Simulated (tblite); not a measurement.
Geometry relaxation of C4H11PSi (part 2 of 2)

The same run, continued: C4H11PSi; GFN2-xTB geometry optimisation, gas phase (tblite 0.8.0). It belongs to a series of runs on one base structure; here: ethynyl replaced by CH2SiH3.

Geometry of the input (Å):
```
C  -2.1884  1.4889  0.8403
C  -1.7482  0.8317  -0.2517
P  -0.8100  -0.7373  -0.1311
C  0.0483  -0.9151  1.5055
C  0.4987  -0.9045  -1.4088
Si 2.0321  0.0685  -0.9839
H  -2.7322  2.4146  0.6113
H  -2.0141  1.1121  1.8263
H  -1.9298  1.2339  -1.2326
H  0.0161  0.0216  2.0781
H  1.1115  -1.2292  1.3651
H  -0.5232  -1.7130  2.0513
H  0.8143  -1.9725  -1.4043
H  0.1455  -0.6993  -2.4468
H  2.9870  -0.7624  -0.2268
H  2.6878  0.6304  -2.1529
H  1.5976  1.1437  -0.0489
```

**Trajectory as extended XYZ, continued**
```
17
Properties=species:S:1:pos:R:3:forces:R:3 step=54 energy=-499.85429
C    -2.0019    1.3974    0.7953    0.0200   0.0140  -0.0050
C    -1.4984    0.7008   -0.2117   -0.0140  -0.0090  -0.0160
P    -0.9580   -1.0327   -0.1469   -0.0040   0.0030  -0.0330
C    -0.0372   -1.0398    1.4600   -0.0200  -0.0080   0.0470
C     0.4639   -0.9058   -1.3346    0.0150   0.0030   0.0220
Si    1.8859    0.3000   -0.9217   -0.0030  -0.0150  -0.0240
H    -2.3647    2.4041    0.6553   -0.0110  -0.0070   0.0370
H    -2.0670    1.0024    1.7967    0.0240   0.0060  -0.0400
H    -1.4881    1.1205   -1.2127   -0.0060   0.0030   0.0270
H     0.5002   -0.1055    1.6122   -0.0080  -0.0290   0.0080
H     0.6622   -1.8746    1.4447   -0.0170   0.0150   0.0230
H    -0.7406   -1.1945    2.2769    0.0070  -0.0040  -0.0100
H     0.8536   -1.9218   -1.4365    0.0350  -0.0060  -0.0140
H     0.0173   -0.6592   -2.3020    0.0140   0.0170   0.0190
H     2.8574   -0.3723   -0.0500   -0.0370   0.0280  -0.0350
H     2.5273    0.6900   -2.1797    0.0070  -0.0250   0.0040
H     1.3812    1.5028   -0.2552   -0.0020   0.0140  -0.0110
17
Properties=species:S:1:pos:R:3:forces:R:3 step=64 energy=-499.85852
C    -1.9857    1.3926    0.8011    0.0420   0.0140   0.0070
C    -1.4896    0.7043   -0.2154   -0.0040  -0.0220   0.0130
P    -0.9583   -1.0338   -0.1557    0.0210  -0.0220   0.0070
C    -0.0518   -1.0584    1.4613   -0.0060  -0.0070   0.0110
C     0.4741   -0.9084   -1.3304    0.0090   0.0260   0.0090
Si    1.8706    0.3282   -0.9327    0.0030  -0.0080  -0.0020
H    -2.3502    2.4012    0.6820   -0.0040  -0.0070   0.0020
H    -2.0351    0.9868    1.7987    0.0000   0.0020  -0.0270
H    -1.4814    1.1295   -1.2140   -0.0190  -0.0040   0.0300
H     0.5506   -0.1623    1.5894   -0.0020   0.0280   0.0130
H     0.5896   -1.9378    1.4810   -0.0060  -0.0110  -0.0140
H    -0.7642   -1.1396    2.2793   -0.0410  -0.0100  -0.0060
H     0.8882   -1.9160   -1.4243   -0.0230   0.0050   0.0050
H     0.0294   -0.6729   -2.3004   -0.0020  -0.0070  -0.0220
H     2.8317   -0.3162   -0.0339    0.0120   0.0180   0.0130
H     2.5340    0.6730   -2.1914    0.0030   0.0080  -0.0080
H     1.3410    1.5419   -0.3044    0.0170  -0.0030  -0.0300
17
Properties=species:S:1:pos:R:3:forces:R:3 step=73 energy=-499.86240
C    -1.9566    1.3895    0.8189   -0.0270  -0.0100  -0.0030
C    -1.4886    0.7008   -0.2103   -0.0030   0.0040   0.0020
P    -0.9531   -1.0339   -0.1672    0.0020  -0.0130   0.0160
C    -0.0795   -1.0734    1.4661   -0.0060  -0.0190  -0.0160
C     0.4888   -0.9045   -1.3307    0.0020   0.0140   0.0260
Si    1.8780    0.3468   -0.9536   -0.0080   0.0160   0.0020
H    -2.3407    2.3916    0.7075    0.0250   0.0010   0.0080
H    -1.9837    0.9790    1.8147    0.0100   0.0240   0.0040
H    -1.5125    1.1269   -1.2071   -0.0040   0.0030  -0.0130
H     0.5507   -0.1984    1.6059    0.0050   0.0310  -0.0110
H     0.5263   -1.9763    1.5040    0.0270  -0.0190   0.0050
H    -0.8160   -1.1247    2.2650   -0.0280  -0.0190   0.0040
H     0.9096   -1.9109   -1.4049   -0.0120  -0.0010  -0.0090
H     0.0452   -0.6892   -2.3066    0.0140  -0.0030  -0.0090
H     2.8290   -0.2504   -0.0125    0.0050  -0.0010  -0.0010
H     2.5552    0.6550   -2.2148    0.0110  -0.0150  -0.0050
H     1.3407    1.5841   -0.3841   -0.0130   0.0060  -0.0010
17
Properties=species:S:1:pos:R:3:forces:R:3 step=82 energy=-499.86408
C    -1.9506    1.3904    0.8248    0.0070   0.0000   0.0020
C    -1.4999    0.6955   -0.2081    0.0140   0.0060   0.0000
P    -0.9551   -1.0375   -0.1719   -0.0080  -0.0010   0.0080
C    -0.0923   -1.0803    1.4667   -0.0060   0.0020  -0.0120
C     0.4938   -0.8984   -1.3259   -0.0130  -0.0020   0.0010
Si    1.8864    0.3527   -0.9574   -0.0090  -0.0080   0.0000
H    -2.3303    2.3944    0.7149    0.0070  -0.0030  -0.0070
H    -1.9579    0.9913    1.8252    0.0060   0.0000   0.0050
H    -1.5402    1.1183   -1.2061   -0.0050  -0.0050  -0.0110
H     0.5092   -0.1864    1.6183    0.0090   0.0050   0.0090
H     0.5396   -1.9658    1.5034    0.0080   0.0040  -0.0140
H    -0.8376   -1.1615    2.2556   -0.0040  -0.0060   0.0080
H     0.9103   -1.9067   -1.4006    0.0170   0.0050   0.0040
H     0.0561   -0.6859   -2.3051   -0.0050   0.0120  -0.0080
H     2.8385   -0.2393   -0.0138   -0.0110   0.0060   0.0140
H     2.5695    0.6306   -2.2236   -0.0010   0.0000   0.0070
H     1.3534    1.6008   -0.4064   -0.0070  -0.0140  -0.0070
17
Properties=species:S:1:pos:R:3:forces:R:3 step=91 energy=-499.86583
C    -1.9207    1.3969    0.8306    0.0130   0.0210   0.0020
C    -1.5010    0.6958   -0.2115   -0.0290   0.0140   0.0170
P    -0.9596   -1.0367   -0.1776    0.0010  -0.0140  -0.0420
C    -0.1032   -1.0919    1.4611    0.0070  -0.0030   0.0200
C     0.4962   -0.8965   -1.3221    0.0090  -0.0210  -0.0390
Si    1.8788    0.3640   -0.9564   -0.0480  -0.0270   0.0110
H    -2.3073    2.3985    0.7222    0.0070  -0.0020   0.0040
H    -1.8910    1.0094    1.8357    0.0010   0.0000  -0.0190
H    -1.5815    1.1105   -1.2108    0.0120  -0.0190  -0.0010
H     0.4848   -0.1922    1.6337    0.0060  -0.0120  -0.0060
H     0.5414   -1.9695    1.4765    0.0030   0.0200   0.0200
H    -0.8494   -1.1999    2.2469    0.0150  -0.0150  -0.0020
H     0.9272   -1.8996   -1.3903   -0.0260  -0.0050   0.0140
H     0.0661   -0.6922   -2.3067   -0.0120   0.0060  -0.0020
H     2.8037   -0.1962    0.0296    0.0190  -0.0020   0.0360
H     2.5922    0.5937   -2.2134    0.0190   0.0230  -0.0140
H     1.3162    1.6181   -0.4574    0.0040   0.0350   0.0000
17
Properties=species:S:1:pos:R:3:forces:R:3 step=100 energy=-499.86853
C    -1.8711    1.4106    0.8297    0.0030  -0.0050  -0.0110
C    -1.5049    0.6877   -0.2176   -0.0100   0.0110   0.0180
P    -0.9685   -1.0466   -0.1845    0.0080  -0.0130  -0.0110
C    -0.1090   -1.1111    1.4538    0.0140  -0.0020   0.0220
C     0.4894   -0.9004   -1.3268   -0.0010  -0.0060  -0.0160
Si    1.8529    0.3774   -0.9437   -0.0280  -0.0180   0.0080
H    -2.2526    2.4145    0.7235    0.0110  -0.0100   0.0030
H    -1.8032    1.0338    1.8369   -0.0090   0.0130  -0.0100
H    -1.6165    1.0848   -1.2213   -0.0050  -0.0040   0.0110
H     0.4538   -0.1993    1.6456   -0.0050  -0.0020  -0.0090
H     0.5641   -1.9671    1.4530   -0.0060   0.0020  -0.0010
H    -0.8483   -1.2603    2.2395    0.0020   0.0030  -0.0100
H     0.9214   -1.9036   -1.3929   -0.0030   0.0300   0.0060
H     0.0616   -0.6934   -2.3124    0.0040  -0.0050   0.0130
H     2.7390   -0.1316    0.1066   -0.0060   0.0000  -0.0030
H     2.6187    0.5657   -2.1775    0.0170   0.0110  -0.0030
H     1.2662    1.6511   -0.5219    0.0120  -0.0070  -0.0070
17
Properties=species:S:1:pos:R:3:forces:R:3 step=109 energy=-499.86892
C    -1.8627    1.4114    0.8312   -0.0020   0.0040   0.0040
C    -1.5065    0.6828   -0.2150   -0.0040  -0.0010  -0.0010
P    -0.9694   -1.0520   -0.1858    0.0010   0.0010  -0.0020
C    -0.1089   -1.1162    1.4522   -0.0010  -0.0020   0.0040
C     0.4873   -0.8994   -1.3290    0.0000  -0.0010  -0.0030
Si    1.8464    0.3814   -0.9448   -0.0020  -0.0010   0.0060
H    -2.2376    2.4173    0.7225   -0.0010  -0.0030  -0.0020
H    -1.7933    1.0410    1.8404    0.0010  -0.0010  -0.0030
H    -1.6234    1.0782   -1.2186   -0.0010  -0.0020   0.0030
H     0.4546   -0.2044    1.6403    0.0030  -0.0040   0.0010
H     0.5610   -1.9744    1.4542    0.0010   0.0040  -0.0020
H    -0.8499   -1.2611    2.2366   -0.0010   0.0030   0.0030
H     0.9254   -1.8993   -1.3916   -0.0010   0.0020  -0.0030
H     0.0585   -0.6971   -2.3145    0.0030   0.0010  -0.0020
H     2.7214   -0.1205    0.1179   -0.0010  -0.0030   0.0010
H     2.6314    0.5657   -2.1675    0.0020   0.0000  -0.0040
H     1.2585    1.6586   -0.5381    0.0020   0.0020  -0.0020
```

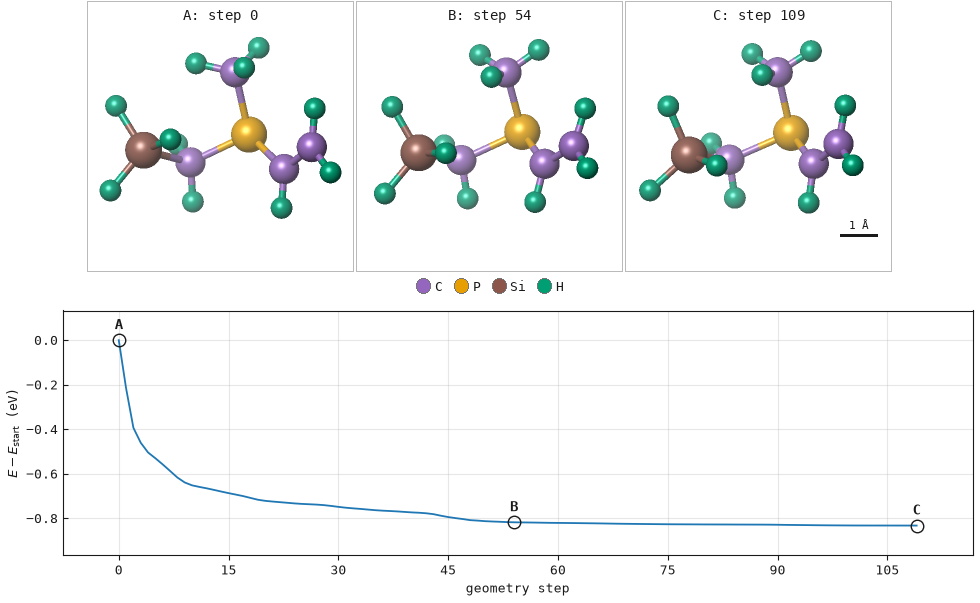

**Figure 1.** Frames of the relaxation (ball-and-stick view, seen at a tilt) above the curves, on which the letters mark them (steps are counted from 0).

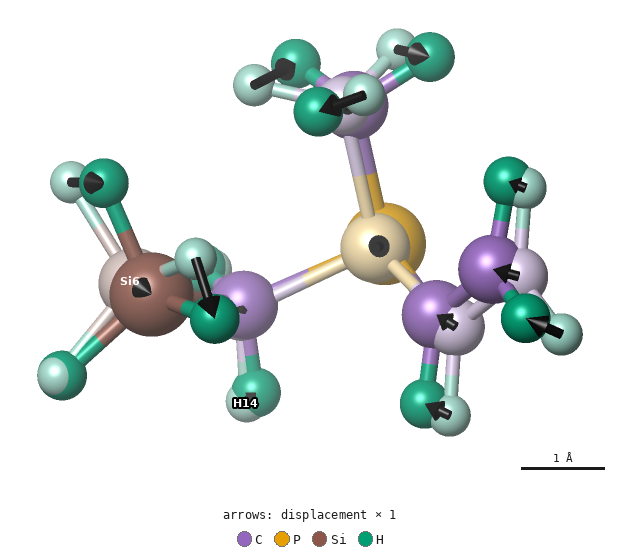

**Figure 2.** Start (faint) and end (solid) with the displacements as black arrows, at true length (ball-and-stick view, seen at a tilt). The two geometries are laid on each other by the best rigid fit. The largest move after the best rigid fit is that of H11, 0.92 Å. By element the largest moves are H 0.92 Å, Si 0.37 Å, P 0.36 Å, C 0.33 Å. Distances before and after: C5–Si6 1.865 → 1.907 Å, C4–H11 1.117 → 1.089 Å, Si6–H17 1.490 → 1.464 Å, C1–C2 1.348 → 1.324 Å. Among the angles that change: C2–P3–C5 113.4° → 98.3°, C2–P3–C4 112.1° → 100.6°, H7–C1–H8 124.7° → 115.9°. After 109 geometry steps the energy has fallen by 0.833 eV. The largest force component goes from 2.1 to 0.006 eV/Å. (Atoms are counted from 1 in the order of the input.)
